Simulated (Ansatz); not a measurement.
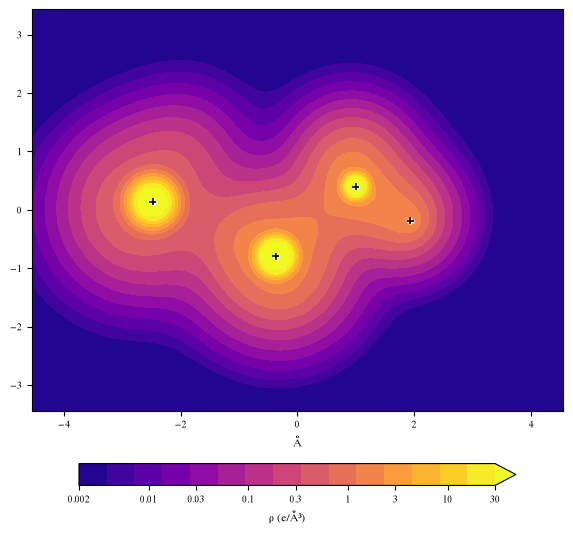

The electron density on a plane through atoms (crosses mark nuclei in the plane).

Level of theory: Ansatz, RKS PBE0-D4/def2-SVP.

Candidates:
A. F$_{2}$H$_{2}$OSn
B. CH$_{5}$SSi (charge +1)

**Which system is this?**

Candidate B: CH$_{5}$SSi on the plane of atoms C1, S2 and Si3, which holds C, S, Si and H. C–S (1.82 Å): the density is about 1.2 e/Å³ at the midpoint. Si–S (2.30 Å): ρ is about 0.6 e/Å³ halfway, with its minimum of 0.47 e/Å³ about 0.8 Å from Si.
